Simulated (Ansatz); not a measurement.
**LiMgF3 (built on the sites of a database entry of BaLiF3): a soft mode frozen in**

Which phase does LiMgF3 (built on the sites of a database entry of BaLiF3) fall into along its unstable mode, and how much energy does it gain?

Calculated with Ansatz 0.2.0; DFT PBEsol, scalar-relativistic, plane waves, PAW.

The structure was built from a prototype and need not be the compound's stable phase.

### Step 1. Set-up

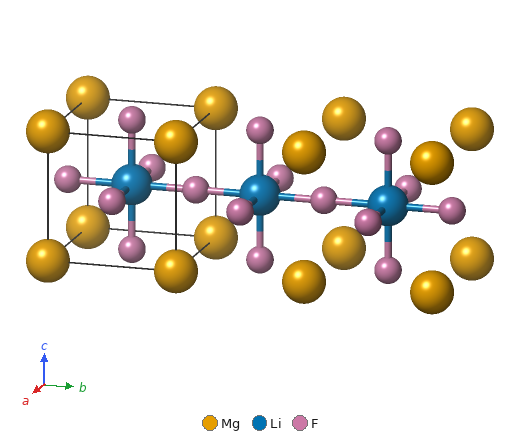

The cell as given, slightly off an axis (magnesium orange, lithium blue, fluorine pink). 1×3×1 cells are drawn. Some periodic images of atoms are drawn too.

### Step 2. Phonons on a q mesh

The cell comes from relaxations at this level that are not shown. Stability and thermal properties need the whole zone. Linear response on a 4×4×4 q mesh gives force constants as far as a supercell of that size would, and the tensors from the zone-centre run are typed in so that the long-range dipole term is interpolated apart.

input.yaml reads:

```yaml
crystal:
  lattice:
    - [3.5809645263, 0.0, 0.0]
    - [0.0, 3.5809645263, 0.0]
    - [0.0, 0.0, 3.5809645263]
  atoms:
    - { symbol: Mg, position: [0.0, 0.0, 0.0] }
    - { symbol: Li, position: [0.5, 0.5, 0.5] }
    - { symbol: F, position: [0.0, 0.5, 0.5] }
    - { symbol: F, position: [0.5, 0.5, 0.0] }
    - { symbol: F, position: [0.5, 0.0, 0.5] }
kpoints:
  mp_grid: { grid: [8, 8, 8] }
hamiltonian:
  xc: pbesol
scf:
  occupations: { method: fixed }
output:
  eigenvalues: true
phonons:
  method: dfpt
  qmesh: [4, 4, 4]
  temperatures: { t_max: 1000, t_step: 50 }
  qpath:
    path:
      - [[0.0, 0.0, 0.0], [0.0, 0.5, 0.0], [0.5, 0.5, 0.0], [0.0, 0.0, 0.0], [0.5, 0.5, 0.5], [0.0, 0.5, 0.0]]
      - [[0.5, 0.5, 0.5], [0.5, 0.5, 0.0]]
    npoints: 10
  non_analytic_term:
    high_frequency_dielectric_tensor: [[2.4317, 0.0, 0.0], [0.0, 2.4317, 0.0], [0.0, 0.0, 2.4317]]
    born_effective_charges:
      - { species: Mg, tensor: [[2.4213, 0.0, 0.0], [0.0, 2.4213, 0.0], [0.0, 0.0, 2.4213]] }
      - { species: Li, tensor: [[0.9382, 0.0, 0.0], [0.0, 0.9382, 0.0], [0.0, 0.0, 0.9382]] }
      - { species: F, tensor: [[-1.0574, 0.0, 0.0], [0.0, -1.151, 0.0], [0.0, 0.0, -1.151]] }
      - { species: F, tensor: [[-1.151, 0.0, 0.0], [0.0, -1.151, 0.0], [0.0, 0.0, -1.0574]] }
      - { species: F, tensor: [[-1.151, 0.0, 0.0], [0.0, -1.0574, 0.0], [0.0, 0.0, -1.151]] }
    source: "zone-centre run at this cell"
```

Command:

```bash
$ ansatz run input.yaml --threads 4 --pin off --max-ram 7168MiB --backend cpu --events-out ev --progress --plain --runs-dir out
```

Numbers of over 12 decimals in the logs are rounded to 6 here.

Log:

```text
Engine: ansatz 0.2.0, aarch64-unknown-linux-gnu
Pseudopotentials: kind: paw
Pseudopotential: Mg, paw, valence charge 10, recommended cutoff 420 eV (normal), Mg.paw.azcp
Pseudopotential: Li, paw, valence charge 3, recommended cutoff 420 eV (normal), Li.paw.azcp
Pseudopotential: F, paw, valence charge 7, recommended cutoff 420 eV (normal), F.paw.azcp
Functional definition: PBEsol
  exchange = pbesol_x
  correlation = pbesol_c
Crystal: 5 atoms, lattice volume = 45.920 Å³
Basis set: ecut = 420 eV, 895 PW (Γ), exchange–correlation on 48×48×48 points (8 copies of the dense FFT grid, shifted against one another)
Bands: 22, of which v1, the nominal top of the filled ones, is band 17 counted from 1 (16 counted from 0)
Symmetry: 48 space group operations
k-points: 35 of 512
Non-local potential: Mg, projectors of the file, l = 0: 3, l = 1: 2, l = 2: 1
Non-local potential: Li, projectors of the file, l = 0: 3, l = 1: 2, l = 2: 1
Non-local potential: F, projectors of the file, l = 0: 2, l = 1: 2, l = 2: 1
PAW form: soft (Blöchl's): semilocal exchange-correlation on the pseudo side does not see the compensation charge
PAW frozen core: Mg, regenerated for the run's functional, and the local potential with it (the file was generated under x = pbe(κ = 0.804, μ = 0.219515), c = pbe(β = 0.066725))
PAW frozen core: F, regenerated for the run's functional, and the local potential with it (the file was generated under x = pbe(κ = 0.804, μ = 0.219515), c = pbe(β = 0.066725))
PAW one-centre angular grid: Mg, 110 points (default); XC on 64 Gauss nodes
PAW one-centre angular grid: Li, 110 points (default); XC on 64 Gauss nodes
PAW one-centre angular grid: F, 110 points (default); XC on 64 Gauss nodes
Initial density: superposition of atomic densities (neutral atoms: chi_scale 0, normalization atom), corrected by the library's trained network
Initial wavefunctions: pseudopotential atomic-orbital guess
Functional: x = pbesol(κ = 0.804, μ = 0.123457), c = pbesol(β = 0.046)
SCF iter   1: F=—  HF=-4521.924000 eV  |F-HF|=—  |Δ(HF+E_count)|=         —  Δρ=1.71e-2  dr2=8.22e-2  ethr=1.77e-3  ⟨swp⟩=4.5  Hψ=3168  notcnv=0  defer=90
preconditioner: auto → Resta (q_TF=auto, 2.595 Å⁻¹)  ε∞=3.3  [insulator: Δε(μ)=3.525 eV  Ē_g=17.590 eV  n_scr=18 (ndim 8)  ℏωp=26.8 eV  f_vac=0.000  ε∞_Penn≈3.3]
SCF iter   2: F=—  HF=-4521.898295 eV  |F-HF|=—  |Δ(HF+E_count)|=   2.57e-2  Δρ=2.92e-3  dr2=1.37e-3  ethr=2.42e-4  ⟨swp⟩=2.2  Hψ=1473  notcnv=0  defer=94
SCF iter   3: F=—  HF=-4521.898166 eV  |F-HF|=—  |Δ(HF+E_count)|=   1.30e-4  Δρ=1.39e-3  dr2=5.28e-4  ethr=4.03e-6  ⟨swp⟩=2.0  Hψ=1268  notcnv=0  defer=97
SCF iter   4: F=—  HF=-4521.898188 eV  |F-HF|=—  |Δ(HF+E_count)|=   2.20e-5  Δρ=6.23e-4  dr2=1.17e-4  ethr=1.55e-6  ⟨swp⟩=2.0  Hψ=813  notcnv=0  defer=97
SCF iter   5: F=—  HF=-4521.898171 eV  |F-HF|=—  |Δ(HF+E_count)|=   1.66e-5  Δρ=1.32e-4  dr2=7.25e-6  ethr=3.45e-7  ⟨swp⟩=2.8  Hψ=1380  notcnv=0  defer=35
SCF iter   6: F=—  HF=-4521.898171 eV  |F-HF|=—  |Δ(HF+E_count)|=   5.32e-9  Δρ=1.53e-5  dr2=1.39e-7  ethr=2.13e-8  ⟨swp⟩=2.1  Hψ=1049  notcnv=0  defer=35
SCF iter   7: F=—  HF=-4521.898171 eV  |F-HF|=—  |Δ(HF+E_count)|=   4.27e-7  Δρ=2.41e-6  dr2=1.95e-9  ethr=4.08e-10  ⟨swp⟩=2.1  Hψ=1202  notcnv=0  defer=35
SCF iter   8: F=—  HF=-4521.898171 eV  |F-HF|=—  |Δ(HF+E_count)|=  4.31e-10  Δρ=2.35e-7  dr2=1.68e-11  ethr=5.74e-12  ⟨swp⟩=2.1  Hψ=1185  notcnv=0  defer=35
SCF iter   9: F=-4521.898171 eV  HF=-4521.898171 eV  |F-HF|=2.73e-12  |Δ(HF+E_count)|=  2.00e-11  Δρ=3.73e-8  dr2=5.18e-13  ethr=1.00e-12  ⟨swp⟩=9.5  Hψ=3889  notcnv=0
SCF 1 converged in 9 iterations: F = -4521.898171 eV  dr2 = 5.18e-13
  greatest PAW one-centre occupation: 1.001 electrons in one spin orbital (limit 2), on the Li atom at site 1 (counted from 0), in its partial waves of l = 0
NSCF: frozen V_eff on 35 k-points
NSCF: frozen V_eff on 125 k-points
DFPT response loops at q = (0, 0, 0) (fractional): preconditioner auto → none (the input reference at scf.mixing.eps_inf says where Resta's filter doesn't serve); β = 0.50; Broyden in place of MSR1
NSCF: frozen V_eff on 400 k-points
DFPT response loops at q = (0, 0, 0.25) (fractional): mixed as the last ones told, above
NSCF: frozen V_eff on 250 k-points
DFPT response loops at q = (0, 0, -0.5) (fractional): preconditioner auto → Resta (q_TF=auto, 2.595 Å⁻¹)  ε∞=4.0 (no band partly filled); β = 1.00, the filter's whole step (`scf.mixing.beta` (0.50) is not read by the response loops at its default; to damp them type it under 1.00, their step now; it binds the ground state too); Broyden in place of MSR1
NSCF: frozen V_eff on 640 k-points
DFPT response loops at q = (0, 0.25, 0.25) (fractional): preconditioner auto → none (the input reference at scf.mixing.eps_inf says where Resta's filter doesn't serve); β = 0.50; Broyden in place of MSR1
NSCF: frozen V_eff on 400 k-points
DFPT response loops at q = (0, 0.25, -0.5) (fractional): preconditioner auto → Resta (q_TF=auto, 2.595 Å⁻¹)  ε∞=4.0 (no band partly filled); β = 1.00, the filter's whole step (`scf.mixing.beta` (0.50) is not read by the response loops at its default; to damp them type it under 1.00, their step now; it binds the ground state too); Broyden in place of MSR1
NSCF: frozen V_eff on 250 k-points
DFPT response loops at q = (0, -0.5, -0.5) (fractional): mixed as the last ones told, above
NSCF: frozen V_eff on 1024 k-points
DFPT response loops at q = (0.25, 0.25, 0.25) (fractional): preconditioner auto → none (the input reference at scf.mixing.eps_inf says where Resta's filter doesn't serve); β = 0.50; Broyden in place of MSR1
NSCF: frozen V_eff on 640 k-points
DFPT response loops at q = (0.25, 0.25, -0.5) (fractional): preconditioner auto → Resta (q_TF=auto, 2.595 Å⁻¹)  ε∞=4.0 (no band partly filled); β = 1.00, the filter's whole step (`scf.mixing.beta` (0.50) is not read by the response loops at its default; to damp them type it under 1.00, their step now; it binds the ground state too); Broyden in place of MSR1
NSCF: frozen V_eff on 400 k-points
DFPT response loops at q = (0.25, -0.5, -0.5) (fractional): preconditioner auto → none (the input reference at scf.mixing.eps_inf says where Resta's filter doesn't serve); β = 0.50; Broyden in place of MSR1
NSCF: frozen V_eff on 250 k-points
DFPT response loops at q = (-0.5, -0.5, -0.5) (fractional): mixed as the last ones told, above
SCF converged after 9 iterations
Free energy (F): -4521.898171 eV
Harris-Foulkes:  -4521.898171 eV  (|F-HF|=2.73e-12)
Internal energy: -4521.898171 eV  (E = F + TS)
E sigma→0 (E₀):  -4521.898171 eV
Fermi energy:    3.694136 eV
--- Per-component energies (eV) ---
  E_band       = -496.134997
  E_kinetic    = 722.198482
  E_local      = -2994.832021  (includes V_loc(G=0)·N_el)
  E_nonlocal   = 284.510550
  E_hartree    = 1044.964816
  E_xc         = -277.384291
  E_vxc        = -358.205418  (∫ρ·V_xc dr)
  E_paw        = -883.879233  (= ΣΔE_a)
  E_vpaw       = -239.742405  (= ΣTr[D̂ρ^β])
  E_aug_tail   = 0.006183  (compensation charges beyond the density's cutoff)
  E_ewald      = -2417.668847
  E_core_change = 0.186190  (= ΣΔE_core)
  E_smearing   = -0.000000  (= −TS)
  E_closure    = 0.000000  (closes the sum)
  Σ components = -4521.898171   (vs F -4521.898171, Δ=0.00e0)
--- Band table (eV; the first three rows and the last of 35) ---
  k-point 0: bands = [... 13 lower, 2.7011, 3.4348, 3.4348, 3.4348, 7.4334, 16.0539, 16.0539, 18.4144, ... 1 higher]
  k-point 1: bands = [... 13 lower, 2.6488, 3.2149, 3.3856, 3.3856, 7.8255, 15.4801, 16.3140, 18.1769, ... 1 higher]
  k-point 2: bands = [... 13 lower, 2.4707, 2.7790, 3.2950, 3.2950, 8.7767, 14.3268, 16.9776, 17.7296, ... 1 higher]
  k-point 34: bands = [... 13 lower, 3.5203, 3.6941, 3.6941, 3.6941, 10.2566, 15.9847, 15.9847, 15.9847, ... 1 higher]
--- Phonons (Γ-DFPT): 4 representative perturbations + reference (Σ response iterations 14) ---
  ASR residual: 1.038e-3 → 0.000e0 eV/Å²; symmetrization residual: 2.658e-6 eV/Å²
  ASR residual per site (eV/Å²): 4.57e-5 1.02e-3 1.04e-3 1.04e-3 1.04e-3
  Γ frequencies (cm⁻¹): -227.61 -227.61 -227.61 -101.96 -101.96 -101.96 0.00 0.00 0.00 387.50 387.50 387.50 682.80 682.80 682.80
--- Phonons (arbitrary-q DFPT): 10 irreducible q on the 4×4×4 mesh ---
  q = [0.0000, 0.0000, 0.0000] (star 1, of the zone-centre solve; hermiticity 3.45e-7, symmetrization 2.79e-13): -227.61 -227.61 -227.61 -101.96 -101.96 -101.96 -0.00 0.00 0.00 387.50 387.50 387.50 682.80 682.80 682.80
  q = [0.0000, 0.0000, 0.2500] (star 6, 9 solved perturbations in 1560 linear systems a pass and spin channel, the states on 200 of 512 k-point pairs; hermiticity 2.63e-7, symmetrization 4.20e-13): -218.94 -218.94 -99.18 -99.18 -73.84 105.44 105.44 171.07 317.85 373.66 373.66 442.62 681.95 681.95 713.43
  q = [0.0000, 0.0000, -0.5000] (star 3, 9 solved perturbations in 975 linear systems a pass and spin channel, the states on 125 of 512 k-point pairs; hermiticity 2.68e-7, symmetrization 5.33e-9): -207.59 -207.59 -117.08 -117.08 -28.09 169.98 169.98 276.25 287.87 354.79 354.79 523.24 650.23 681.10 681.10
  q = [0.0000, 0.2500, 0.2500] (star 12, 9 solved perturbations in 2460 linear systems a pass and spin channel, the states on 320 of 512 k-point pairs; hermiticity 2.75e-7, symmetrization 2.74e-14): -227.02 -207.78 -178.33 -106.79 38.52 93.33 176.21 238.52 299.34 360.82 422.70 448.64 655.12 681.18 716.33
  q = [0.0000, 0.2500, -0.5000] (star 12, 15 solved perturbations on 200 of 512 k-point pairs; hermiticity 2.67e-7, symmetrization 2.38e-9): -239.64 -192.51 -185.60 -149.40 -38.15 147.85 243.50 251.15 316.35 343.66 423.57 501.47 649.24 680.00 680.40
  q = [0.0000, -0.5000, -0.5000] (star 3, 9 solved perturbations in 975 linear systems a pass and spin channel, the states on 125 of 512 k-point pairs; hermiticity 2.52e-7, symmetrization 1.19e-8): -284.88 -198.51 -198.51 -170.24 113.03 113.03 277.45 277.45 329.15 342.05 425.09 545.25 648.45 648.45 679.71
  q = [0.2500, 0.2500, 0.2500] (star 8, 4 solved perturbations in 1376 linear systems a pass and spin channel, the states on 512 of 512 k-point pairs; hermiticity 5.97e-8, symmetrization 1.78e-13): -220.20 -220.20 -211.04 -149.08 -149.08 74.79 261.87 261.87 312.34 409.14 409.14 459.33 653.17 653.17 717.33
  q = [0.2500, 0.2500, -0.5000] (star 12, 9 solved perturbations in 2460 linear systems a pass and spin channel, the states on 320 of 512 k-point pairs; hermiticity 1.12e-7, symmetrization 8.63e-9): -241.23 -232.83 -195.19 -193.65 -130.43 -96.16 290.65 309.98 332.85 389.46 421.70 501.40 643.58 651.35 690.06
  q = [0.2500, -0.5000, -0.5000] (star 6, 9 solved perturbations in 1560 linear systems a pass and spin channel, the states on 200 of 512 k-point pairs; hermiticity 9.12e-8, symmetrization 1.84e-8): -285.71 -234.70 -234.70 -177.23 -155.16 -155.16 334.19 334.19 352.20 387.86 424.35 540.46 638.40 638.40 668.33
  q = [-0.5000, -0.5000, -0.5000] (star 1, 4 solved perturbations in 350 linear systems a pass and spin channel, the states on 125 of 512 k-point pairs; hermiticity 6.27e-8, symmetrization 2.92e-8): -286.54 -286.54 -286.54 -184.95 -184.95 -184.95 362.42 362.42 362.42 423.60 423.60 578.90 629.11 629.11 629.11
  sum rule: each row above includes the acoustic sum rule's correction from the zone centre's row sums; it moved no ω² by more than (6.32 cm⁻¹)²
  mesh force constants: q→R imaginary residual 1.24e-18; ASR residual 1.038e-3 → 0.000e0 eV/Å²; symmetrization residual 1.066e-14 eV/Å²
  interpolated dispersion: 63 rows × 15 modes
  density of states and harmonic sums: on the 20×20×20 q-mesh, interpolated from the force constants of a 4×4×4 supercell (with the dipole–dipole term of supplied tensors)
  largest difference from the sums on the solved wave vectors: F 9.45e-3 eV, S 1.23e-5 and C_V 3.46e-6 eV/K
  zero-point energy: 0.259632 eV/cell   skipped modes (ω ≤ 0): 1477, of them read as no rigid motion or as one in doubt: 1474 (5.158e0 modes/cell left out, lowest -286.54 cm⁻¹)   left out of the sums: 3.44e-1 of the cell's modes: C_V's classical limit lies that fraction below 3 k_B per atom; for a crystal, a wire or a layer, F and S can be off by more, and a phonons.interpolated_qmesh denser along its periods is the remedy for the sampling
```

Elapsed: 13 min, on 4 threads of Arm Neoverse N1, shared host; peak memory 1.4 GiB.

This step gave:

```
gap on the k-mesh                                       : 3.739 eV
volume per atom                                         : 9.184 Å³
sum-rule residual before enforcement                    : 0.001038 eV/Å²
lowest frequency on the path                            : -286.5 cm⁻¹
point group                                             : m-3m
highest frequency on the path or at a solved wavevector : 749.1 cm⁻¹
highest optical mode at the zone centre (no LO-TO term) : 682.8 cm⁻¹
lowest optical zone-centre mode                         : -227.6 cm⁻¹
lowest mode on the q mesh (acoustic modes at Γ apart)   : -286.5 cm⁻¹
```

Frequencies (cm⁻¹) solved at each irreducible wavevector; negative means imaginary. Frequencies by wavevector, by row:

```csv
q in reciprocal lattice units,star,mode 1,mode 2,mode 3,mode 4,mode 13,mode 14,mode 15
0 0 0,1,-227.6,-227.6,-227.6,-102,682.8,682.8,682.8
0 0 0.25,6,-218.9,-218.9,-99.2,-99.2,682,682,713.4
0 0 -0.5,3,-207.6,-207.6,-117.1,-117.1,650.2,681.1,681.1
0 0.25 0.25,12,-227,-207.8,-178.3,-106.8,655.1,681.2,716.3
0 0.25 -0.5,12,-239.6,-192.5,-185.6,-149.4,649.2,680,680.4
0 -0.5 -0.5,3,-284.9,-198.5,-198.5,-170.2,648.5,648.5,679.7
0.25 0.25 0.25,8,-220.2,-220.2,-211,-149.1,653.2,653.2,717.3
0.25 0.25 -0.5,12,-241.2,-232.8,-195.2,-193.7,643.6,651.4,690.1
0.25 -0.5 -0.5,6,-285.7,-234.7,-234.7,-177.2,638.4,638.4,668.3
-0.5 -0.5 -0.5,1,-286.5,-286.5,-286.5,-184.9,629.1,629.1,629.1
```

Interpolated from a 4×4×4 q mesh, with the LO-TO term (at Γ the limit along the path; where Γ stands inside the path, tables give the limit on arrival). Phonon branches along the path, in cm⁻¹:

```csv
point,branch 1,branch 2,branch 3,branch 4,branch 12,branch 13,branch 14,branch 15
Γ,-228,-228,-102,-102,409,683,683,749
X,-208,-208,-117,-117,523,650,681,681
M,-285,-198,-198,-170,545,648,648,680
Γ,-228,-228,-102,-102,409,683,683,749
R,-286,-286,-286,-185,579,629,629,629
X,-208,-208,-117,-117,523,650,681,681
jump to R,-286,-286,-286,-185,579,629,629,629
M,-285,-198,-198,-170,545,648,648,680
```

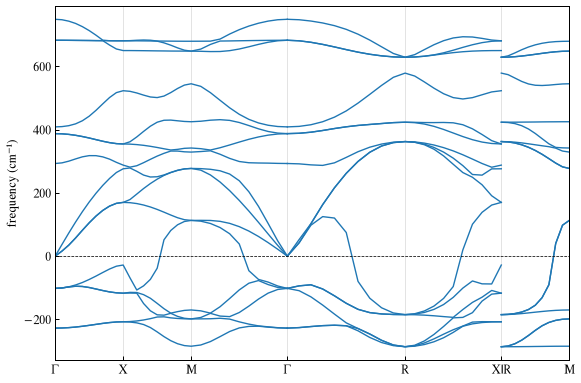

Phonon branches along the path.

Symmetry leaves 10 wavevectors to solve. The lowest mode among them, the acoustic zeros apart, lies at q = (-0.5, -0.5, -0.5) and is imaginary, 286.5i cm⁻¹, so the energy falls along it.

### Step 3. The mode frozen in, largest atomic shift 0 Å

The mode followed lies at q = (0, -0.5, -0.5) with frequency 284.9i cm⁻¹, one of the unstable modes though not the softest. At small amplitude the distorted cell has space group no. 127 by a symmetry search on the positions. The undistorted cell that holds it gives the zero of energy on the same k mesh.

System of this step: LiMgF3 (built on the sites of a database entry of BaLiF3). It takes space group Pm-3m (No. 221, cubic). Conventional cell: a = 3.581 Å, b = 3.581 Å, c = 3.581 Å, α = 90.00°, β = 90.00°, γ = 90.00°. Nearest to Mg lie 12 F at 2.53 Å. Nearest to Li lie 6 F at 1.79 Å. F has 2 Li at 1.79 Å and 4 Mg at 2.53 Å nearest. F has 2 Li at 1.79 Å and 4 Mg at 2.53 Å nearest. Farther neighbours and most contacts between anions are not listed.

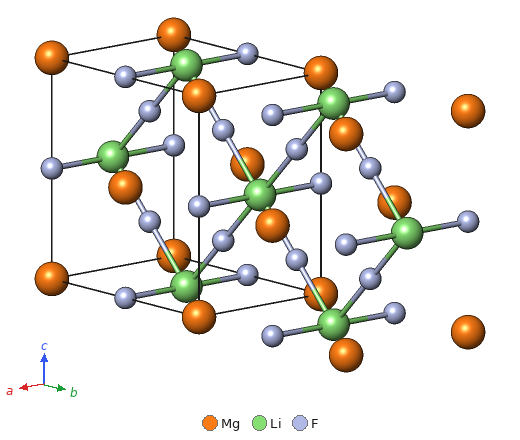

The cell of this step (magnesium orange, lithium green, fluorine light blue). 1×2×1 cells are drawn. Some periodic images of atoms are drawn too.

input.yaml reads:

```yaml
crystal:
  lattice:
    - [-3.5809645263, 0.0, 0.0]
    - [0.0, -3.5809645263, -3.5809645263]
    - [0.0, -3.5809645263, 3.5809645263]
  atoms:
    - { symbol: Mg, position: [1.0, 1.0, 0.0] }
    - { symbol: Mg, position: [1.0, 0.5, 0.5] }
    - { symbol: Li, position: [0.5, 0.0, 0.5] }
    - { symbol: Li, position: [0.5, 0.5, 0.0] }
    - { symbol: F, position: [0.0, 0.0, 0.5] }
    - { symbol: F, position: [0.0, 0.5, 0.0] }
    - { symbol: F, position: [0.5, 0.75, 0.75] }
    - { symbol: F, position: [0.5, 0.25, 0.25] }
    - { symbol: F, position: [0.5, 0.75, 0.25] }
    - { symbol: F, position: [0.5, 0.25, 0.75] }
kpoints:
  mp_grid: { grid: [6, 4, 4] }
hamiltonian:
  xc: pbesol
scf:
  occupations: { method: gaussian, width: 0.02 }
output:
  forces: true
  stress: true
  eigenvalues: true
```

Log:

```text
[...]
Crystal: 10 atoms, lattice volume = 91.840 Å³
Basis set: ecut = 420 eV, 1783 PW (Γ), exchange–correlation on 48×72×72 points (8 copies of the dense FFT grid, shifted against one another)
Bands: 44, of which v1, the nominal top of the filled ones, is band 34 counted from 1 (33 counted from 0)
Symmetry: 32 space group operations
[...]
k-points: 24 of 96
[...]
k-point 0: bands = [... 30 lower, 3.4349, 3.4349, 3.5021, 3.6677, 7.4334, 11.8828, 14.0080, 14.0080, ... 5 higher]
  k-point 1: bands = [... 30 lower, 3.2886, 3.3272, 3.4288, 3.5489, 8.1717, 11.2925, 14.1771, 14.2010, ... 5 higher]
  k-point 2: bands = [... 30 lower, 3.0183, 3.0183, 3.4586, 3.4586, 9.7471, 9.7471, 14.7075, 14.7075, ... 5 higher]
  k-point 23: bands = [... 30 lower, 3.5021, 3.5021, 3.6677, 3.6677, 11.8828, 11.8828, 14.0080, 14.0080, ... 5 higher]
[key lines of the parts left out:]
SCF converged after 8 iterations
Free energy (F): -9043.795898 eV
Fermi energy:    5.563812 eV
P = ⅓ Tr σ = 0.0058 GPa (0.058 kbar)
```

Run time: 3.4 s. Hardware: 4 threads; peak memory 0.41 GiB.

Numbers from this step:

| Quantity | Value |
| --- | --- |
| pressure | 0.005774 GPa |
| energy from the undistorted cell | 0 meV/atom |

At this level the gap is 3.74 eV on the k-mesh of the self-consistent run, which can miss the band edges.

(Part 1 of 2 ends here.)

[Logs are printed without paths, hosts, clocks, repeated set-up lines and the standing remarks that a program may print on its own settings, such as how far it seeks lower states.]

[Hosts, paths, dates, database ids (printed as entryN), source tags and the programs' standing remarks are cut or masked in the printed files.]
